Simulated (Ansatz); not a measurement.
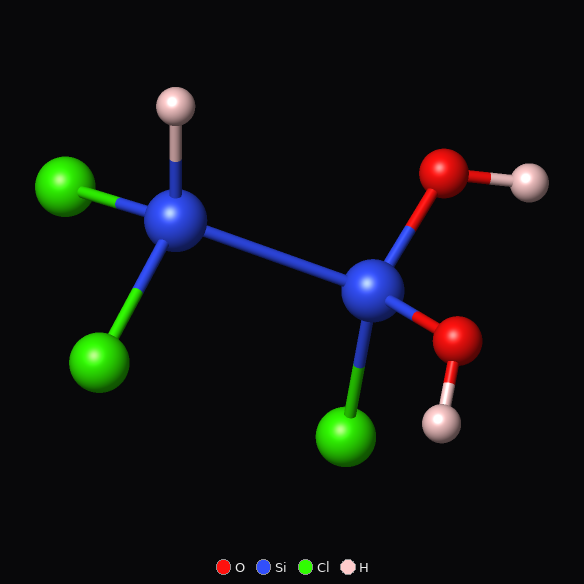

The picture comes from a calculation with Ansatz.

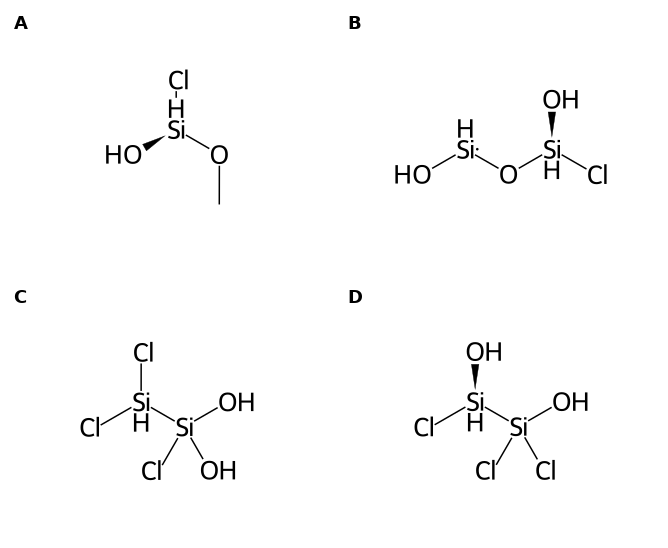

**Which structural formula matches the 3D model?**

C, `O[Si](O)(Cl)[SiH](Cl)Cl`.
